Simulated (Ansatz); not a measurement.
# Calculations on SiNH2F

**1. Relaxation**

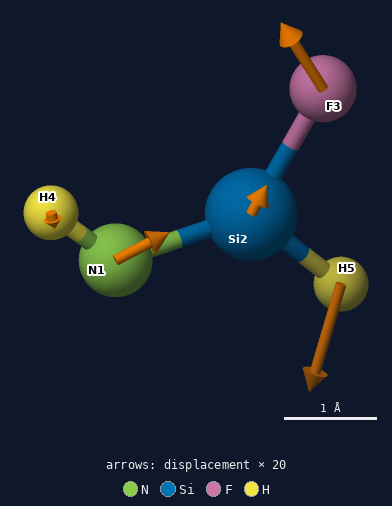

This is a relaxation of SiNH$_{2}$F. The starting structure is drawn; orange arrows show the displacements, 20 times their true length. The two geometries are superimposed by the best rigid fit.

A ball-and-stick model, seen at a tilt.

The run prepares an end point of a later path (torsion) calculation, from a guessed geometry.

Method: RKS B3LYP-D4/def2-SVP (Ansatz 0.2.0). (no spin polarisation; force threshold 0.015 eV/Å; at most 40 steps)

**What happened in the run?**

After 5 geometry steps the energy has fallen by 0.043 eV. Largest force component: 1.1 eV/Å at the start, 0.0018 eV/Å at the end. The largest move after the best rigid fit is that of H5, 0.065 Å. Largest moves by element: H 0.065 Å, F 0.050 Å, N 0.034 Å, Si 0.019 Å. Among the contacts that change: Si2–H5 1.433 → 1.468 Å, N1–Si2 1.602 → 1.582 Å, N1–H4 1.009 → 1.016 Å, Si2–F3 1.614 → 1.621 Å. Bond angles that change, for instance: F3–Si2–H5 102.4° → 106.9°, N1–Si2–H5 124.8° → 121.6°. The run took about 9 core-seconds on a shared host.

**2. Relaxation**

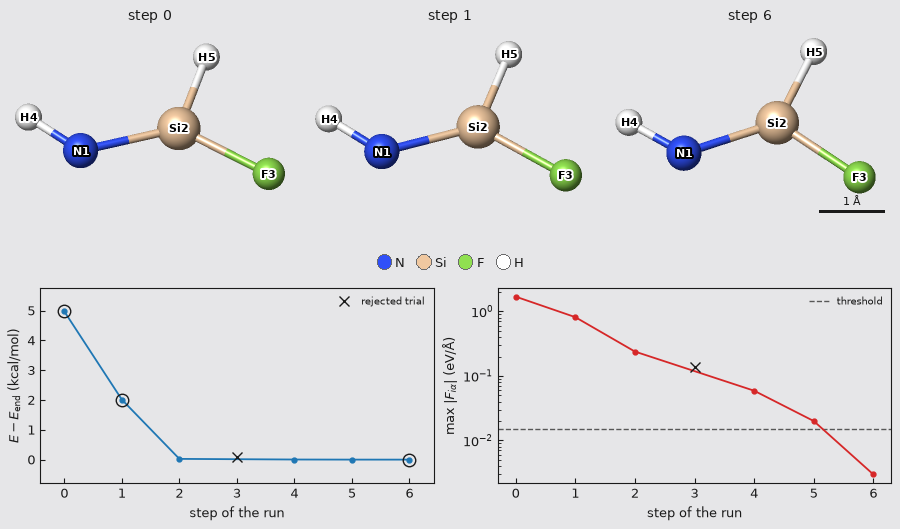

Frames of a relaxation of SiNH₂F, marked on the history of the run. Style: ball-and-stick. Shown at a tilt.

The run prepares an end point of a later path (torsion) calculation, from a guessed geometry.

Computed with RKS B3LYP-D4/def2-SVP (Ansatz 0.2.0).

Input
```yaml
crystal:
  periodic: [false, false, false]
  atoms:
    - { symbol: "N", position_ang: [-0.65213, -1.04178, 0.13387] }
    - { symbol: Si, position_ang: [0.34316, 0.2128, 0.0785] }
    - { symbol: F, position_ang: [1.81029, 0.47721, 0.69762] }
    - { symbol: H, position_ang: [-1.5626, -1.09888, -0.29657] }
    - { symbol: H, position_ang: [0.06959, 1.44464, -0.60016] }
basis:
  gaussian: { orbitals: def2-SVP }
hamiltonian:
  xc: b3lyp
  dispersion: d4
relax:
  f_tol: 0.015
  max_steps: 40
output:
  orbitals: {}
```

Command:
```bash
ansatz run input.yaml --threads 1 --pin off --max-ram 2048MiB --backend cpu --events-out ev --progress --plain --runs-dir out
```

Q: What happens along the run?

A: The energy falls by 4.97 kcal/mol in 5 accepted moves (6 points after the start). The largest force component goes from 1.7 to 0.003 eV/Å. The line search rejected the trial step at point 3 of the run. The atom that moves furthest after the best rigid fit is F3 (0.16 Å). By element the largest moves are F 0.16 Å, H 0.16 Å, Si 0.11 Å, N 0.07 Å. Near-neighbour distances that change, for instance: Si2–H5 1.433 → 1.480 Å, N1–Si2 1.602 → 1.586 Å, N1–H4 1.009 → 1.017 Å. Among the angles between lasting bonds that change: N1–Si2–F3 132.8° → 119.1°, N1–Si2–H5 124.8° → 136.0°, F3–Si2–H5 102.4° → 104.9°. The run took roughly 11 core-seconds on a shared host. From step 0 to 1: H5 moves most (0.06 Å), energy −2.96 kcal/mol. From step 1 to 6: F3 moves most (0.11 Å), energy −2.01 kcal/mol.

**3. Path**

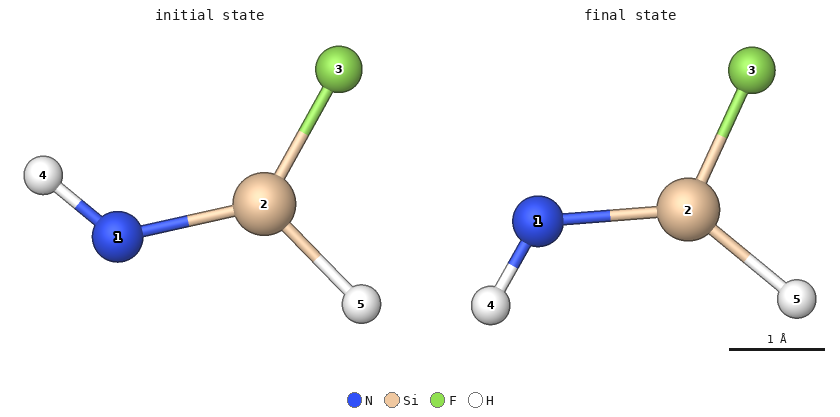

The two relaxed end points of a path for SiNH2F. The picture is a ball-and-stick view, seen face on.

Computed with Ansatz, RKS B3LYP-D4/def2-SVP.

Set-up: 7 movable images; climbing image; force threshold 0.05 eV/Å; iteration limit 60.

Start:
```xyz
5

N    -0.6352   -1.0131    0.1297
Si    0.3421    0.2293    0.0698
F     0.1974    1.6780   -0.6422
H    -1.5557   -1.1038   -0.2907
H     1.6513    0.2096    0.7334
```

End:
```xyz
5

N    -1.0279   -0.5875   -0.2549
Si    0.2743    0.2757    0.0156
F     0.3679    1.7641   -0.5950
H    -1.1647   -1.5325    0.0943
H     1.5504    0.0801    0.7400
```

What barrier does the band find between them, and by what path?

Answer. The energy climbs by 0.187 eV to image 5 and then falls by 0.065 eV, so the end point sits at +0.122 eV. The motion is an in-plane inversion: the angle Si2–N1–H4 opens from 128° to 178° on the way and closes on the other side (124° at the end). No bond forms or breaks between the ends. Among the angles between lasting bonds that change up to the highest image: Si2–N1–H4 127.9° → 163.6°, N1–Si2–H5 121.6° → 132.6°. The band converged in 13 iterations. The largest component of the band force went from 10 to 0.048 eV/Å. The climbing image converged on the top of the path. Its vibrational analysis gives one imaginary mode (387i cm⁻¹), as a transition state must have.

Energies of the converged images:

```tsv
image	path (Å)	E (eV)
0	0.00	0.000
1	0.15	0.016
2	0.29	0.062
3	0.44	0.124
4	0.58	0.174
5	0.73	0.187
6	0.88	0.165
7	1.02	0.135
8	1.17	0.122
```

The geometry at the top of the path:

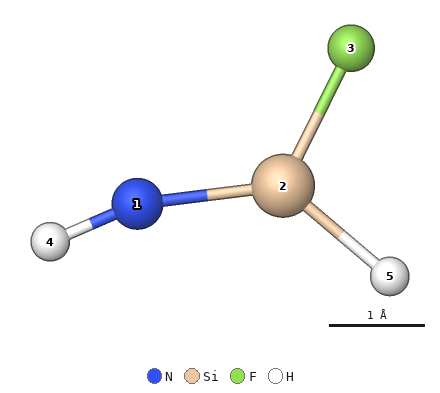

The run took roughly 110 core-seconds on a shared host.
